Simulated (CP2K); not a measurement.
# PM3 run of InNH4 (SMILES [NH2][InH2])

Aim: the energy change on altering one bond length of InNH4 at PM3, from 2 runs. 

Program for the calculation: CP2K 2026.2.

2 further runs of the same task are left out: 1 that didn't finish, 1 set aside as unsound or not needed. Runs told in other sessions of the task aren't counted.

## Step 1: The molecule

The species is InNH4 (6 atoms), meant as a singlet with charge 0. SMILES: `[NH2][InH2]`. The coordinates come from a PBE0-D4/def2-TZVP relaxation.

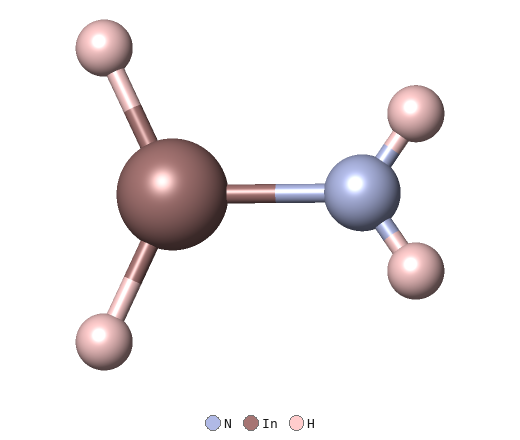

Viewed from a chosen angle; nitrogen light blue, indium brown, hydrogen pink.

## Step 2: The energy at PM3

Contents of run.inp:

```
&GLOBAL
    PROJECT run
    RUN_TYPE ENERGY
    PRINT_LEVEL MEDIUM
&END
&FORCE_EVAL
    METHOD Quickstep
    &DFT
        &QS
            METHOD PM3
            EPS_DEFAULT 1.0E-10
            &SE
                &COULOMB
                    CUTOFF [angstrom] 50
                    RC_RANGE [angstrom] 0
                &END
                &EXCHANGE
                    CUTOFF [angstrom] 50
                    RC_RANGE [angstrom] 0
                &END
            &END
        &END
        &POISSON
            PERIODIC NONE
            POISSON_SOLVER ANALYTIC
        &END
        &SCF
            SCF_GUESS ATOMIC
            EPS_SCF 1.0E-06
            MAX_SCF 80
            ADDED_MOS 4
            &DIAGONALIZATION
                ALGORITHM STANDARD
            &END
            &MIXING
                METHOD DIRECT_P_MIXING
                ALPHA 0.4
            &END
        &END
        &PRINT
            &MOMENTS
                PERIODIC F
                REFERENCE COM
                MAX_MOMENT 1
            &END
            &MO ON
                ENERGIES T
                OCCUPATION_NUMBERS T
                NDIGITS 6
                &EACH
                    QS_SCF 0
                &END
                ADD_LAST NUMERIC
            &END
            &HIRSHFELD OFF
            &END
        &END
    &END
    &SUBSYS
        &CELL
            ABC 13.7 15.5 14.6
            PERIODIC NONE
        &END
        &COORD
            N     -0.092200    -1.060500     0.036600
            In     0.095300     0.935900    -0.048300
            H     -0.598000    -1.552900     0.753400
            H      0.311900    -1.697300    -0.629300
            H      1.012500     1.520500    -1.370700
            H     -0.687400     1.790300     1.212100
        &END
        &TOPOLOGY
            &CENTER_COORDINATES
            &END
        &END
    &END
&END
```

The run is started by

```
$ OMP_NUM_THREADS=1 cp2k.psmp run.inp > run.out
```

The program printed:

```text
CP2K| version string:                                       CP2K version 2026.2
[...]
 GLOBAL| Method name                                                        CP2K
[...]
 GLOBAL| Run type                                                         ENERGY
[...]
                             - Atoms:                                          6
[...]
                             - Spherical basis functions:                     12
[...]
 Number of electrons:                                                         12
[...]
     1 P_Mix/Diag. 0.40E+00    0.0     0.73060361        -7.4850295359 -7.49E+00
[...]
    16 DIIS/Diag.  0.12E-06    0.0     0.00000027       -10.1886408298 -1.42E-12
  *** SCF run converged in    16 steps ***
  Core-core repulsion energy [eV]:                            329.84301196086983
  Core Hamiltonian energy [eV]:                              -403.12569766395774
  Two-electron integral energy [eV]:                         -407.92866178500935
  Electronic energy [eV]:                                    -607.09002855646247
  Total energy [eV]:                                         -277.24701659559258
  Atomic reference energy [eV]:                               278.33479325771657
  Heat of formation [kcal/mol]:                                25.08472773479246
[...]
 SE_DIPOLE| Moment [Debye]          0.27523662       2.97526249      -0.12935570
 SE_DIPOLE| Derivative [a.u.]       0.00000000       0.00000000       0.00000000
 ENERGY| Total FORCE_EVAL ( QS ) energy [hartree]            -10.188640829775103
[...]
```

Wall time 1.1 s (1 thread of Intel Xeon Platinum 8259CL at 2.50GHz (Skylake/Cascade Lake), shared host); peak memory 0.19 GiB.

## Step 3: The distorted shape at the same level

Contents of qs.inp:

```
&GLOBAL
  PROJECT_NAME qs
  RUN_TYPE ENERGY
  PRINT_LEVEL MEDIUM
&END

&FORCE_EVAL
  METHOD Quickstep
  &DFT
    CHARGE 0
    MULTIPLICITY 1
    # Quickstep
    &QS
      METHOD PM3
      EPS_DEFAULT 1.0E-10
      &SE
        &COULOMB
          CUTOFF [angstrom] 50
          RC_RANGE [angstrom] 0
        &END
        &EXCHANGE
          CUTOFF [angstrom] 50
          RC_RANGE [angstrom] 0
        &END
      &END
    &END
    # no periodic images
    &POISSON
      PERIODIC NONE
      POISSON_SOLVER ANALYTIC
    &END
    &SCF
      SCF_GUESS ATOMIC
      EPS_SCF 1.0E-06
      MAX_SCF 80
      ADDED_MOS 4
      &DIAGONALIZATION
        ALGORITHM STANDARD
      &END
      &MIXING
        METHOD DIRECT_P_MIXING
        ALPHA 0.4
      &END
    &END
    &PRINT
      &MOMENTS
        PERIODIC F
        REFERENCE COM
        MAX_MOMENT 1
      &END
      &MO ON
        ENERGIES T
        OCCUPATION_NUMBERS T
        NDIGITS 6
        &EACH
          QS_SCF 0
        &END
        ADD_LAST NUMERIC
      &END
      &HIRSHFELD OFF
      &END
    &END
  &END
  # structure
  &SUBSYS
    # vacuum box
    &CELL
      ABC [angstrom] 13.7 15.6 14.6
      PERIODIC NONE
    &END
    &COORD
      N     -0.152810    -0.964988     0.136476
      In     0.034690     1.031412     0.051576
      H     -0.658610    -1.457388     0.853276
      H      0.311900    -1.697300    -0.629300
      H      0.951890     1.616012    -1.270824
      H     -0.748010     1.885812     1.311976
    &END
    &TOPOLOGY
      &CENTER_COORDINATES
      &END
    &END
  &END
&END
```

The run is started by

```
$ OMP_NUM_THREADS=1 cp2k.psmp qs.inp > qs.out
```

The program printed:

```text
CP2K| version string:                                       CP2K version 2026.2
[...]
 GLOBAL| Method name                                                        CP2K
[...]
 GLOBAL| Run type                                                         ENERGY
[...]
                             - Atoms:                                          6
[...]
                             - Spherical basis functions:                     12
[...]
 Number of electrons:                                                         12
[...]
     1 P_Mix/Diag. 0.40E+00    0.0     0.73192930        -7.5398880097 -7.54E+00
[...]
    16 DIIS/Diag.  0.12E-06    0.0     0.00000024       -10.1723693804 -1.39E-12
  *** SCF run converged in    16 steps ***
  Core-core repulsion energy [eV]:                            324.08676803527339
  Core Hamiltonian energy [eV]:                              -402.69056807082819
  Two-electron integral energy [eV]:                         -396.40089581090433
  Electronic energy [eV]:                                    -600.89101597628041
  Total energy [eV]:                                         -276.80424794100691
  Atomic reference energy [eV]:                               278.33479325771657
  Heat of formation [kcal/mol]:                                35.29521628130591
[...]
 SE_DIPOLE| Moment [Debye]          0.24802712       2.96378788      -0.09027670
 SE_DIPOLE| Derivative [a.u.]       0.00000000       0.00000000       0.00000000
 ENERGY| Total FORCE_EVAL ( QS ) energy [hartree]            -10.172369380409657
[...]
```

It took 1.1 s on 1 thread of Intel Xeon Platinum 8259CL at 2.50GHz (Skylake/Cascade Lake), shared host; peak memory 0.19 GiB.

## Step 4: What came out

At PM3:

```
                                                         quantity          value
                                        first shape: total energy   -10.18864 Eh
                                       first shape: dipole moment         2.99 D
                                         first shape: HOMO energy      -10.38 eV
                                         first shape: LUMO energy       -2.37 eV
                                       first shape: HOMO–LUMO gap        8.02 eV
                                   first shape: heat of formation  25.1 kcal/mol
                                    distorted shape: total energy   -10.17237 Eh
                                   distorted shape: dipole moment         2.98 D
                                     distorted shape: HOMO energy      -10.38 eV
                                     distorted shape: LUMO energy       -2.35 eV
                                   distorted shape: HOMO–LUMO gap        8.03 eV
                               distorted shape: heat of formation  35.3 kcal/mol
energy change with the N1–H4 bond stretched from 1.006 to 1.157 Å       0.443 eV
```

**Reading.** With the N1–H4 bond stretched from 1.006 to 1.157 Å the energy rises by 0.44 eV (10.2 kcal/mol). The first shape isn't relaxed at this level, so the change isn't measured from a minimum.
